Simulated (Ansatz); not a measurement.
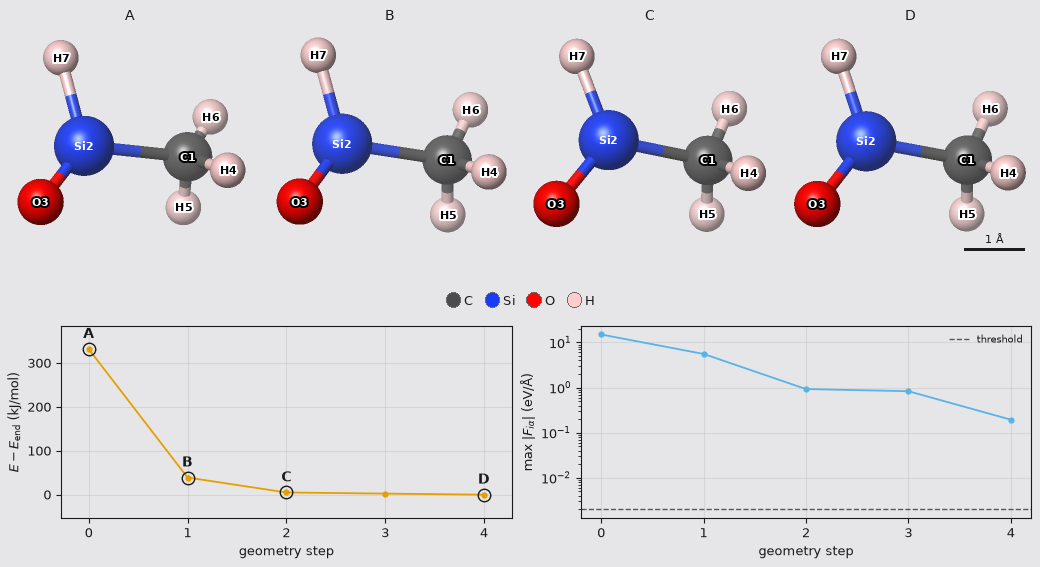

Frames of a relaxation of CH₄OSi, marked on the history of the run. Style: ball-and-stick. Shown at a tilt.

Method: RKS PBE-D4/def2-SVP in Ansatz.

Input
```yaml
crystal:
  periodic: [false, false, false]
  atoms:
    - {symbol: C, position_ang: [-0.713601, 0.456241, -0.120539]}
    - {symbol: Si, position_ang: [0.932300, -0.636877, 0.131987]}
    - {symbol: O, position_ang: [1.334231, -1.751844, -0.539483]}
    - {symbol: H, position_ang: [-0.437615, 0.902967, -1.217876]}
    - {symbol: H, position_ang: [-1.493727, -0.216726, -0.207836]}
    - {symbol: H, position_ang: [-0.869290, 1.154394, 0.363830]}
    - {symbol: H, position_ang: [1.565434, 0.022617, 1.418805]}
basis:
  gaussian: {orbitals: def2-SVP}
hamiltonian: {xc: pbe, dispersion: d4}
relax: {f_tol: 0.002, max_steps: 5, max_displacement: 0.5}
```

Launched with:
```bash
ansatz run in.yaml --threads 2 --pin off --events-out ev --progress --plain --max-ram 3481MiB
```

Q: Describe the path.

A: The relaxation stopped without meeting its thresholds, so the last structure isn't shown to be converged. It used up its limit of 5 steps. The atom that moves furthest after the best rigid fit is H6 (0.16 Å). By element the largest moves are H 0.16 Å, Si 0.14 Å, C 0.11 Å, O 0.07 Å. Among the contacts that change: C1–H6 0.864 → 1.106 Å, Si2–O3 1.362 → 1.556 Å, C1–Si2 1.992 → 1.883 Å, C1–H4 1.217 → 1.111 Å. Bond angles that change, for instance: C1–Si2–H7 101.9° → 113.5°, Si2–C1–H4 97.4° → 107.7°, Si2–C1–H6 121.4° → 112.1°. Over 4 geometry steps the energy falls by 331.8 kJ/mol. The largest force component goes from 15 to 0.19 eV/Å. Cost: 3.1 s on 2 threads of Arm Neoverse V2, with other jobs on the host. From step 0 to 1: Si2 moves most (0.16 Å), energy −292.7 kJ/mol. From step 1 to 2: Si2 moves most (0.18 Å), energy −34.0 kJ/mol. From step 2 to 4: Si2 moves most (0.09 Å), energy −5.02 kJ/mol.

| step | E − E(0), kJ/mol | largest force component, eV/Å |
| --- | --- | --- |
| 0 | 0.00 | 15.0505 |
| 1 | -292.73 | 5.5744 |
| 2 | -326.78 | 0.9270 |
| 3 | -329.39 | 0.8305 |
| 4 | -331.80 | 0.1941 |
